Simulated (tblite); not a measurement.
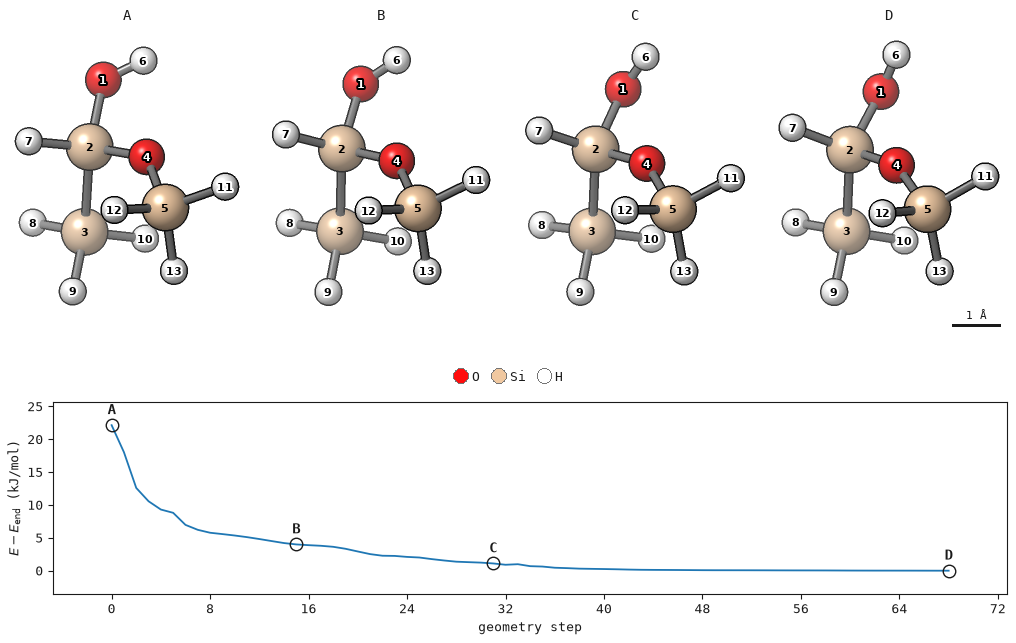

Frames of a relaxation of Si3H8O2, marked on the history of the run. A ball-and-stick model, seen from a free direction.

Method: GFN2-xTB geometry optimisation, gas phase in tblite. 

What happens along the run?

The largest move after the best rigid fit is that of O1, 0.42 Å. By element the largest moves are O 0.42 Å, H 0.30 Å, Si 0.07 Å. Among the contacts that change: O4–Si5 1.670 → 1.613 Å, Si2–Si3 2.332 → 2.289 Å, Si3–H8 1.495 → 1.468 Å, Si2–O4 1.659 → 1.634 Å. Bond angles that change, for instance: Si2–O4–Si5 138.0° → 155.3°, Si3–Si2–H7 109.4° → 120.7°, O1–Si2–Si3 112.2° → 104.6°. Groups turn about O1–Si2 by about 55°, Si2–O4 by about 25°. The energy falls by 22.1 kJ/mol in 68 geometry steps. The run took 0.31 s on 1 thread of Arm Neoverse V2, on a shared host. From step 0 to 15: H11 moves most (0.22 Å), energy −18.1 kJ/mol. From step 15 to 31: O1 moves most (0.22 Å), energy −2.90 kJ/mol. From step 31 to 68: H12 moves most (0.14 Å), energy −1.10 kJ/mol.

```csv
step,"E − E(0), kJ/mol"
0,0.00
1,-4.11
2,-9.55
3,-11.58
4,-12.84
5,-13.34
6,-15.17
7,-15.93
8,-16.37
9,-16.58
10,-16.79
13,-17.64
16,-18.26
19,-18.81
22,-19.87
25,-20.14
28,-20.78
31,-21.04
34,-21.46
37,-21.76
41,-21.93
44,-22.02
47,-22.06
50,-22.08
53,-22.09
56,-22.10
59,-22.12
62,-22.13
65,-22.14
68,-22.15
```
